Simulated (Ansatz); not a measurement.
**Geometry relaxation, with input and output: CH6NSi (charge +1) (part 2 of 2)**

Continued. System: CH6NSi, charge +1, SMILES C[SiH+]N. Method: RKS PBE0-D4/def2-TZVP (Ansatz 0.2.0). 

Geometry of the input (Å):
```
C  -0.7535  0.9265  -0.7674
Si 0.6448  -0.1878  -0.2255
N  0.4864  -1.0768  1.1850
H  -1.6963  0.3809  -0.8367
H  -0.5594  1.3696  -1.7462
H  -0.9028  1.7474  -0.0643
H  1.9139  -0.3986  -0.8836
H  1.1985  -1.6954  1.5560
H  -0.3316  -1.0658  1.7827
```

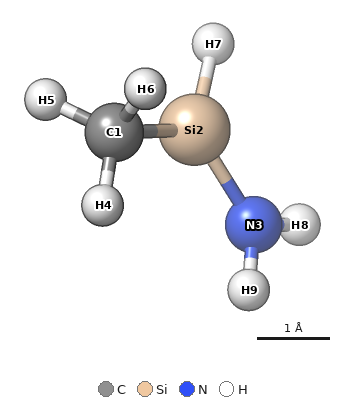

*The geometry at step 14 of the log (ball-and-stick view, seen at a tilt; atoms are numbered from 1 in the order of the input).*

## Trajectory as extended XYZ, continued
```
9
Properties=species:S:1:pos:R:3:forces:R:3 step=6 energy=-10490.92687
C    -0.7431    0.9132   -0.7637    0.0340  -0.0646   0.0579
Si    0.6062   -0.1603   -0.1830   -0.0470   0.0888  -0.0859
N     0.4547   -1.0896    1.1598   -0.0175  -0.1370   0.1869
H    -1.7076    0.4044   -0.6907   -0.0142   0.0050  -0.0051
H    -0.5622    1.2174   -1.7969   -0.0112   0.0053  -0.0004
H    -0.7841    1.8115   -0.1369    0.0020   0.0209  -0.0150
H     1.9134   -0.2644   -0.8416    0.0440  -0.0172   0.0064
H     1.1952   -1.6852    1.5116    0.0205   0.0421  -0.0697
H    -0.3726   -1.1469    1.7415   -0.0106   0.0567  -0.0750
9
Properties=species:S:1:pos:R:3:forces:R:3 step=7 energy=-10490.92581 accepted=F
C    -0.7450    0.9134   -0.7634   -0.1355   0.1022   0.0250
Si    0.6078   -0.1480   -0.1712   -0.0196   0.0912  -0.0564
N     0.4464   -1.1089    1.1489   -0.0799  -0.1607   0.2292
H    -1.7251    0.4396   -0.6038    0.2177   0.1306  -0.0582
H    -0.6005    1.1385   -1.8303   -0.0702  -0.0346   0.2337
H    -0.7249    1.8656   -0.2009   -0.0036  -0.2405  -0.1784
H     1.9370   -0.2033   -0.7965   -0.0005  -0.0175   0.0271
H     1.1972   -1.6889    1.5055    0.0196   0.0404  -0.0708
H    -0.3929   -1.2082    1.7117    0.0720   0.0889  -0.1511
9
Properties=species:S:1:pos:R:3:forces:R:3 step=8 energy=-10490.92971
C    -0.7440    0.9102   -0.7587   -0.0003   0.0104  -0.0088
Si    0.6117   -0.1526   -0.1794   -0.0214   0.0120   0.0107
N     0.4487   -1.1004    1.1519    0.0206  -0.0139   0.0171
H    -1.7145    0.4208   -0.6427    0.0162  -0.0051   0.0080
H    -0.5891    1.1763   -1.8072   -0.0115  -0.0014   0.0030
H    -0.7564    1.8362   -0.1704    0.0154  -0.0107  -0.0121
H     1.9353   -0.2403   -0.8121   -0.0069   0.0069   0.0016
H     1.1972   -1.6856    1.5020   -0.0156   0.0011  -0.0007
H    -0.3888   -1.1645    1.7165    0.0036   0.0006  -0.0187
9
Properties=species:S:1:pos:R:3:forces:R:3 step=9 energy=-10490.93087
C    -0.7440    0.9097   -0.7556   -0.0998   0.1418  -0.0541
Si    0.6198   -0.1346   -0.1651   -0.0078  -0.0339   0.0277
N     0.4425   -1.1127    1.1441   -0.0346   0.0070  -0.0464
H    -1.7202    0.4503   -0.5537    0.1584   0.0836  -0.0266
H    -0.6361    1.0994   -1.8324   -0.0303  -0.0356   0.1828
H    -0.7013    1.8825   -0.2363   -0.0118  -0.1818  -0.1088
H     1.9604   -0.1843   -0.7701   -0.0371   0.0164   0.0247
H     1.1930   -1.6956    1.4930   -0.0178  -0.0066   0.0337
H    -0.4142   -1.2146    1.6761    0.0808   0.0091  -0.0329
9
Properties=species:S:1:pos:R:3:forces:R:3 step=10 energy=-10490.93232
C    -0.7446    0.9108   -0.7575   -0.0815   0.0498  -0.0370
Si    0.6147   -0.1414   -0.1689    0.0260   0.0444   0.0479
N     0.4372   -1.1286    1.1327    0.0534   0.0325  -0.0121
H    -1.7212    0.4658   -0.5353    0.1049   0.0649  -0.0284
H    -0.6498    1.0833   -1.8367   -0.0230  -0.0213   0.1307
H    -0.6837    1.8882   -0.2531    0.0024  -0.1285  -0.0763
H     1.9650   -0.1624   -0.7526   -0.0381  -0.0130   0.0000
H     1.1950   -1.6921    1.4985   -0.0251  -0.0115  -0.0097
H    -0.4127   -1.2236    1.6729   -0.0190  -0.0173  -0.0150
9
Properties=species:S:1:pos:R:3:forces:R:3 step=11 energy=-10490.93664
C    -0.7445    0.9124   -0.7526    0.0034  -0.0073   0.0012
Si    0.6227   -0.1198   -0.1495   -0.0126   0.0114  -0.0050
N     0.4353   -1.1370    1.1261    0.0311  -0.0136   0.0011
H    -1.7164    0.5034   -0.4695   -0.0024   0.0016   0.0055
H    -0.6871    1.0134   -1.8401   -0.0001  -0.0079   0.0010
H    -0.6487    1.9168   -0.3225    0.0081   0.0088  -0.0051
H     1.9777   -0.1165   -0.7188   -0.0063   0.0038   0.0071
H     1.1885   -1.7087    1.4882   -0.0103   0.0035  -0.0009
H    -0.4275   -1.2641    1.6386   -0.0107  -0.0003  -0.0048
9
Properties=species:S:1:pos:R:3:forces:R:3 step=12 energy=-10490.92973 accepted=F
C    -0.7455    0.9168   -0.7433   -0.1542   0.3227  -0.1476
Si    0.6331   -0.0836   -0.1154   -0.0054  -0.0341   0.0037
N     0.4277   -1.1667    1.1037   -0.1589  -0.0586   0.0550
H    -1.7092    0.5979   -0.3139    0.2993   0.1457  -0.1784
H    -0.7777    0.8518   -1.8506   -0.0171   0.0287   0.4768
H    -0.5570    1.9826   -0.4822   -0.1234  -0.4935  -0.1363
H     2.0090   -0.0019   -0.6308   -0.0315  -0.0020   0.0353
H     1.1795   -1.7356    1.4728    0.0114   0.0179  -0.0078
H    -0.4600   -1.3612    1.5597    0.1798   0.0732  -0.1008
9
Properties=species:S:1:pos:R:3:forces:R:3 step=13 energy=-10490.93915
C    -0.7453    0.9148   -0.7485   -0.0164   0.0462  -0.0078
Si    0.6269   -0.1024   -0.1329   -0.0041  -0.0128   0.0024
N     0.4310   -1.1544    1.1135    0.0088  -0.0006  -0.0017
H    -1.7135    0.5508   -0.3957    0.0413   0.0248  -0.0180
H    -0.7312    0.9347   -1.8444   -0.0052  -0.0073   0.0651
H    -0.6048    1.9480   -0.4011   -0.0110  -0.0637  -0.0318
H     1.9935   -0.0596   -0.6735   -0.0157   0.0026   0.0116
H     1.1843   -1.7235    1.4790    0.0041   0.0056  -0.0045
H    -0.4408   -1.3083    1.6037   -0.0020   0.0052  -0.0152
9
Properties=species:S:1:pos:R:3:forces:R:3 step=14 energy=-10490.93810 accepted=F
C    -0.7456    0.9178   -0.7440   -0.0842   0.1621  -0.0727
Si    0.6301   -0.0885   -0.1192    0.0103  -0.0187   0.0240
N     0.4281   -1.1675    1.1039   -0.0639  -0.0176   0.0044
H    -1.7089    0.5982   -0.3281    0.1588   0.0768  -0.0912
H    -0.7731    0.8629   -1.8446   -0.0128   0.0125   0.2426
H    -0.5642    1.9742   -0.4745   -0.0582  -0.2590  -0.0756
H     2.0061   -0.0103   -0.6335   -0.0289  -0.0005   0.0208
H     1.1826   -1.7310    1.4755    0.0098   0.0070  -0.0104
H    -0.4551   -1.3559    1.5644    0.0690   0.0375  -0.0419
9
Properties=species:S:1:pos:R:3:forces:R:3 step=15 energy=-10490.93974
C    -0.7454    0.9184   -0.7444    0.0050  -0.0683   0.0007
Si    0.6245   -0.0996   -0.1290    0.0008   0.0386   0.0259
N     0.4310   -1.1598    1.1087   -0.0537  -0.0342   0.0168
H    -1.7101    0.5804   -0.3642   -0.0201   0.0050   0.0055
H    -0.7501    0.8981   -1.8377   -0.0187   0.0106  -0.0437
H    -0.5827    1.9573   -0.4379    0.0109   0.0443   0.0074
H     1.9933   -0.0393   -0.6537    0.0395   0.0098  -0.0161
H     1.1891   -1.7156    1.4836    0.0063  -0.0200  -0.0026
H    -0.4496   -1.3399    1.5746    0.0300   0.0142   0.0061
9
Properties=species:S:1:pos:R:3:forces:R:3 step=16 energy=-10490.94103
C    -0.7457    0.9192   -0.7427   -0.0043   0.0114   0.0002
Si    0.6282   -0.0856   -0.1149   -0.0035  -0.0103  -0.0036
N     0.4281   -1.1732    1.0983   -0.0722   0.0024   0.0463
H    -1.7069    0.6054   -0.3310    0.0144   0.0168  -0.0123
H    -0.7715    0.8551   -1.8363   -0.0120   0.0078   0.0249
H    -0.5656    1.9699   -0.4826   -0.0140  -0.0213  -0.0175
H     2.0017   -0.0061   -0.6258    0.0316   0.0070  -0.0114
H     1.1842   -1.7359    1.4671    0.0029  -0.0087   0.0026
H    -0.4525   -1.3488    1.5678    0.0572  -0.0052  -0.0292
9
Properties=species:S:1:pos:R:3:forces:R:3 step=17 energy=-10490.94115
C    -0.7457    0.9210   -0.7399   -0.0289   0.0705  -0.0278
Si    0.6305   -0.0748   -0.1032    0.0113  -0.0116  -0.0008
N     0.4279   -1.1773    1.0966   -0.0897  -0.0244   0.0082
H    -1.7025    0.6378   -0.2937    0.0560   0.0293  -0.0372
H    -0.7973    0.8090   -1.8314   -0.0084   0.0150   0.0973
H    -0.5448    1.9819   -0.5322   -0.0330  -0.0992  -0.0294
H     2.0093    0.0258   -0.5980    0.0178   0.0031  -0.0051
H     1.1814   -1.7500    1.4555    0.0031   0.0107   0.0158
H    -0.4589   -1.3734    1.5463    0.0719   0.0065  -0.0211
9
Properties=species:S:1:pos:R:3:forces:R:3 step=18 energy=-10490.94159
C    -0.7454    0.9214   -0.7396   -0.0233   0.0373  -0.0302
Si    0.6300   -0.0786   -0.1068    0.0146   0.0045   0.0131
N     0.4256   -1.1842    1.0900   -0.0395   0.0087   0.0281
H    -1.7014    0.6420   -0.2910    0.0375   0.0169  -0.0247
H    -0.8018    0.8098   -1.8298   -0.0091   0.0109   0.0631
H    -0.5421    1.9811   -0.5335   -0.0155  -0.0692  -0.0171
H     2.0108    0.0266   -0.5971    0.0053  -0.0016  -0.0038
H     1.1839   -1.7402    1.4657   -0.0116  -0.0033  -0.0114
H    -0.4597   -1.3779    1.5420    0.0415  -0.0043  -0.0172
9
Properties=species:S:1:pos:R:3:forces:R:3 step=19 energy=-10490.94200
C    -0.7450    0.9226   -0.7394   -0.0005  -0.0005  -0.0019
Si    0.6315   -0.0740   -0.1023   -0.0107   0.0001   0.0031
N     0.4245   -1.1836    1.0903    0.0079  -0.0009  -0.0012
H    -1.6986    0.6518   -0.2835    0.0040  -0.0005   0.0019
H    -0.8099    0.7985   -1.8261    0.0002   0.0002   0.0029
H    -0.5391    1.9822   -0.5483    0.0000   0.0002  -0.0028
H     2.0137    0.0325   -0.5880    0.0056   0.0022  -0.0022
H     1.1827   -1.7442    1.4588   -0.0022  -0.0012   0.0007
H    -0.4598   -1.3857    1.5384   -0.0043   0.0004  -0.0005
9
Properties=species:S:1:pos:R:3:forces:R:3 step=20 energy=-10490.94206
C    -0.7447    0.9231   -0.7386    0.0006  -0.0002   0.0010
Si    0.6321   -0.0718   -0.1001    0.0040   0.0028  -0.0024
N     0.4242   -1.1855    1.0886   -0.0011  -0.0004   0.0001
H    -1.6963    0.6580   -0.2755   -0.0011   0.0008   0.0004
H    -0.8154    0.7892   -1.8238   -0.0013  -0.0017   0.0000
H    -0.5355    1.9839   -0.5588    0.0004  -0.0003  -0.0002
H     2.0154    0.0394   -0.5827   -0.0006   0.0001   0.0011
H     1.1817   -1.7466    1.4578   -0.0001  -0.0004  -0.0001
H    -0.4614   -1.3897    1.5331   -0.0008  -0.0006   0.0000
9
Properties=species:S:1:pos:R:3:forces:R:3 step=21 energy=-10490.94212
C    -0.7443    0.9242   -0.7369   -0.0020   0.0078  -0.0047
Si    0.6340   -0.0662   -0.0949    0.0099   0.0003  -0.0031
N     0.4232   -1.1897    1.0841   -0.0057   0.0010  -0.0004
H    -1.6917    0.6746   -0.2565    0.0042   0.0029  -0.0041
H    -0.8296    0.7660   -1.8182   -0.0007   0.0005   0.0104
H    -0.5264    1.9877   -0.5841   -0.0029  -0.0112  -0.0007
H     2.0201    0.0550   -0.5683   -0.0067  -0.0013   0.0029
H     1.1796   -1.7515    1.4540    0.0033   0.0004   0.0000
H    -0.4649   -1.4001    1.5209    0.0007  -0.0005  -0.0002
9
Properties=species:S:1:pos:R:3:forces:R:3 step=22 energy=-10490.94213
C    -0.7442    0.9245   -0.7368   -0.0005   0.0019  -0.0019
Si    0.6342   -0.0659   -0.0946    0.0038   0.0010   0.0000
N     0.4230   -1.1900    1.0837   -0.0018  -0.0011  -0.0008
H    -1.6911    0.6767   -0.2548    0.0010   0.0010  -0.0013
H    -0.8314    0.7639   -1.8174   -0.0004   0.0000   0.0030
H    -0.5254    1.9879   -0.5867   -0.0006  -0.0036   0.0001
H     2.0204    0.0562   -0.5666   -0.0030  -0.0007   0.0013
H     1.1798   -1.7512    1.4539    0.0013   0.0006  -0.0005
H    -0.4653   -1.4020    1.5194    0.0002   0.0008   0.0001
```

## Key numbers

- outcome: converged
- total energy: −10490.9422 eV
- mean-field energy: −10490.8427 eV
- dispersion energy: −0.0994 eV
- SCF solution under orbital rotations: stable
- largest force (length of the vector) at the end: 0.004 eV/Å
- wall time: 41 s (CPU time 78 s)
- peak memory: 0.22 GiB
